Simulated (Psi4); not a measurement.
# CH3Cl2Si (SMILES [CH2][SiH](Cl)Cl): U-wB97X/6-31G(d) (spherical functions)

Aim: the vertical ionisation energy of CH3Cl2Si at U-wB97X/6-31G* (spherical functions), from 2 runs. 

The calculation is run with Psi4 1.11.

3 further runs of the same task are left out: 3 that didn't finish.

## (1) The system as given

CH3Cl2Si: 7 atoms, total charge 0, spin state doublet. As SMILES, `[CH2][SiH](Cl)Cl`. Geometry: relaxed at PBE0-D4/def2-TZVP. This is one conformer, not always the lowest.

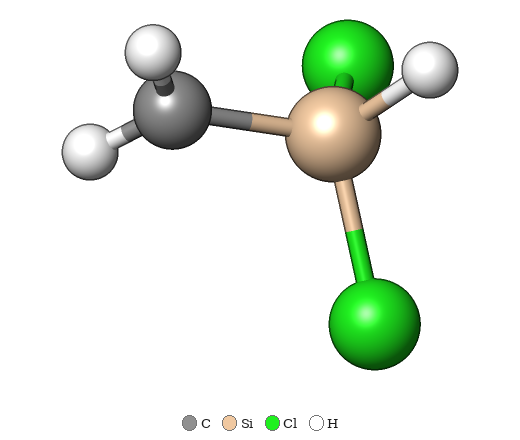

Viewed from a chosen angle; carbon grey, silicon light orange, chlorine green, hydrogen white.

## (2) The energy at U-wB97X/6-31G(d) (spherical functions)

File run.py:

```python
import psi4

psi4.set_memory(2200000000)
psi4.set_num_threads(1)
psi4.set_output_file('ch3cl2si.out', False)

molecule = psi4.geometry("""
0 2
C     -0.692700     0.892600     0.197500
Si     0.466300    -0.499500    -0.003900
Cl     1.593800    -0.235400    -1.694300
Cl    -0.574000    -2.252500    -0.209200
H     -1.447700     1.127200    -0.545500
H     -0.668800     1.540600     1.067500
H      1.384500    -0.641000     1.142000
symmetry c1
no_reorient
no_com
""")

psi4.set_options({
    'reference': 'uks',
    'puream': True,
    'e_convergence': 1e-09,
    'd_convergence': 1e-08,
    'scf_type': 'pk',
    'dft_radial_points': 99,
    'dft_spherical_points': 590,
    'maxiter': 100,
})

e, wfn = psi4.energy("wb97x/6-31G*", return_wfn=True)
print(f'total energy {e:.8f} hartree = {e * 27.211386:.5f} eV')
```

On the command line:

```console
$ python run.py
```

ch3cl2si.out:

```text
[...]
  Running in c1 symmetry.
[...]
  Nuclear repulsion =  261.789143782980091
[...]
  Multiplicity = 2
[...]
  Nalpha       = 29
  Nbeta        = 28
[...]
    Number of basis functions: 74
[...]
   @UKS iter   1: -1249.70357154331896   -4.01000e-01   4.22343e-03 DIIS/ADIIS
[...]
   @UKS iter  12: -1249.76571549291430   -4.09273e-12   5.14944e-09 DIIS
[...]
   @S^2 Observed:                7.537853271E-01
[...]
    Orbital Energies [Eh]
    ---------------------
    Alpha Occupied:
       1A   -101.494564     2A   -101.494496     3A    -66.200049
       4A    -10.302896     5A     -9.548682     6A     -9.548605
       7A     -7.308434     8A     -7.308369     9A     -7.301792
      10A     -7.301725    11A     -7.301562    12A     -7.301492
      13A     -5.455322    14A     -3.813059    15A     -3.811233
      16A     -3.808373    17A     -0.982981    18A     -0.952517
      19A     -0.847041    20A     -0.656125    21A     -0.572419
      22A     -0.523381    23A     -0.518806    24A     -0.509361
      25A     -0.447808    26A     -0.444170    27A     -0.428618
      28A     -0.424046    29A     -0.367182
    Alpha Virtual:
[...]
  @UKS Final Energy: -1249.76571549291430
   => Energetics <=
    Nuclear Repulsion Energy =            261.7891437829800907
    One-Electron Energy =               -2246.5108463335300257
    Two-Electron Energy =                 798.4154268222434894
    DFT Exchange-Correlation Energy =     -63.4594397646078860
    Empirical Dispersion Energy =           0.0000000000000000
    VV10 Nonlocal Energy =                  0.0000000000000000
    Total Energy =                      -1249.7657154929142962
[...]
 Multipole Moments:
 ------------------------------------------------------------------------------------
     Multipole            Electronic (a.u.)      Nuclear  (a.u.)        Total (a.u.)
 ------------------------------------------------------------------------------------
 L = 1.  Multiply by 2.5417464519 to convert [e a0] to [Debye]
 Dipole X            :        -36.1495537           35.8605768           -0.2889769
 Dipole Y            :         79.9376658          -79.1887843            0.7488815
 Dipole Z            :         56.4644079          -55.8699419            0.5944660
 Magnitude           :                                                    0.9988599
[...]
```

The script printed:

```text
total energy -1249.76571549 hartree = -34007.85729 eV
```

It took 41 s on 1 thread of Intel Xeon Platinum 8259CL at 2.50GHz (Skylake/Cascade Lake), shared host; peak memory 0.96 GiB.

## (3) The singlet cation, same level

File input.inp:

```
memory 2200 mb

molecule {
  1 1
  C     -0.692700     0.892600     0.197500
  Si     0.466300    -0.499500    -0.003900
  Cl     1.593800    -0.235400    -1.694300
  Cl    -0.574000    -2.252500    -0.209200
  H     -1.447700     1.127200    -0.545500
  H     -0.668800     1.540600     1.067500
  H      1.384500    -0.641000     1.142000
  units angstrom
  symmetry c1
}

set {
  reference            rks
  puream               true
  e_convergence        1e-09
  d_convergence        1e-08
  scf_type             pk
  dft_radial_points    99
  dft_spherical_points 590
}

energy_value, wavefunction = energy('wb97x/6-31G*', return_wfn=True)
oeprop(wavefunction, 'MULLIKEN_CHARGES', 'QUADRUPOLE', 'WIBERG_LOWDIN_INDICES', title='WB97X')
```

On the command line:

```console
$ psi4 -i input.inp -o input.out -n 1
```

input.out, shortened:

```text
[...]
  Running in c1 symmetry.
[...]
  Nuclear repulsion =  261.789143782980091
[...]
  Multiplicity = 1
[...]
  Nalpha       = 28
  Nbeta        = 28
[...]
    Number of basis functions: 74
[...]
   @RKS iter   1: -1249.35038776979900   -4.78161e-02   3.21797e-03 ADIIS/DIIS
[...]
   @RKS iter  14: -1249.39496611280924   -1.20508e-11   6.04167e-09 DIIS
[...]
  @RKS Final Energy: -1249.39496611280924
   => Energetics <=
    Nuclear Repulsion Energy =            261.7891437829800907
    One-Electron Energy =               -2234.1172246982027900
    Two-Electron Energy =                 786.2227490584024281
    DFT Exchange-Correlation Energy =     -63.2896342559891565
    Empirical Dispersion Energy =           0.0000000000000000
    VV10 Nonlocal Energy =                  0.0000000000000000
    Total Energy =                      -1249.3949661128092430
[...]
 Multipole Moments:
 ------------------------------------------------------------------------------------
     Multipole            Electronic (a.u.)      Nuclear  (a.u.)        Total (a.u.)
 ------------------------------------------------------------------------------------
 L = 1.  Multiply by 2.5417464519 to convert [e a0] to [Debye]
 Dipole X            :          0.5484000           -1.9619314           -1.4135314
 Dipole Y            :         -2.3686190            4.9504236            2.5818047
 Dipole Z            :         -2.4262272            3.8587550            1.4325279
 Magnitude           :                                                    3.2735184
 L = 2.  Multiply by 1.3450342976 to convert [e a0^2] to [Debye ang]
 Quadrupole XX       :       -215.2329187          188.7975590          -26.4353597
 Quadrupole XY       :        -73.4881455           67.7962480           -5.6918976
[...]
  Mulliken Charges: (a.u.)
   Center  Symbol    Alpha    Beta     Spin     Total
       1     C     3.09994  3.09994  0.00000 -0.19987
       2    SI     6.71151  6.71151  0.00000  0.57699
       3    CL     8.52952  8.52952  0.00000 -0.05905
       4    CL     8.53046  8.53046  0.00000 -0.06091
       5     H     0.32338  0.32338  0.00000  0.35323
       6     H     0.32460  0.32460  0.00000  0.35081
       7     H     0.48060  0.48060  0.00000  0.03881
   Total alpha = 28.00000, Total beta = 28.00000, Total charge =  1.00000
  Wiberg Bond Indices using Orthogonal Lowdin Orbitals:
[...]
```

It took 30 s on 1 thread of Intel Xeon Platinum 8259CL at 2.50GHz (Skylake/Cascade Lake), shared host; peak memory 0.96 GiB.

## (4) Outcome

At U-wB97X/6-31G* (spherical functions):

| quantity | value |
| --- | --- |
| doublet CH3Cl2Si: total energy | -1249.76572 Eh |
| doublet CH3Cl2Si: dipole moment | 2.54 D |
| doublet CH3Cl2Si: HOMO energy (highest over α and β) | -9.99 eV |
| doublet CH3Cl2Si: LUMO energy (lowest over α and β) | -0.92 eV |
| doublet CH3Cl2Si: ⟨S²⟩ | 0.754 |
| singlet cation: total energy | -1249.39497 Eh |
| singlet cation: HOMO energy | -16.68 eV |
| singlet cation: LUMO energy | -9.89 eV |
| singlet cation: HOMO–LUMO gap | 6.79 eV |
| vertical ionisation energy (to the singlet cation) | 10.089 eV |

**Reading.** Removing an electron at fixed nuclei costs 10.09 eV (233 kcal/mol). Only the singlet of the ionised species was computed; a triplet could lie lower.
